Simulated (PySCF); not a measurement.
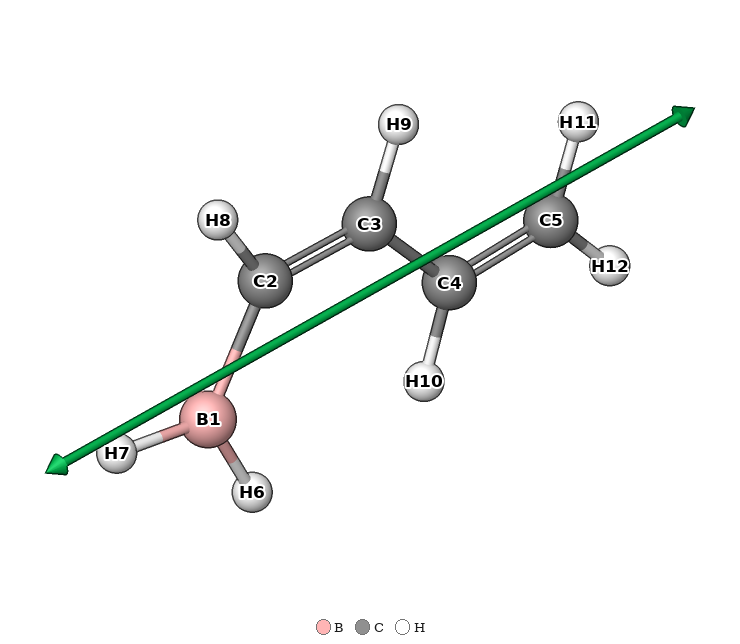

The double arrow shows the direction of the transition dipole to excited singlet state 1 (its length means nothing). The geometry was computed by an optimisation with GFN2-xTB. No frequency run is at hand to confirm it as a minimum. Properties computed with TDDFT PBE0/def2-SVPD, vertical, gas phase, core orbitals frozen in the response (PySCF 2.14.0).

Question: How is the transition polarised?

Answer: In the molecular plane, nearly parallel to the C2–C3 bond.

Question: Give its energy, strength and character.

Answer: 4.59 eV (270 nm), oscillator strength 0.46, mainly HOMO → LUMO (weight 0.95); transition dipole 5.13 D.

The geometry is semi-empirical. Around B such bond lengths and angles can be off by a tenth of an ångström or more and by several degrees, and values that hang on the shape move with them.
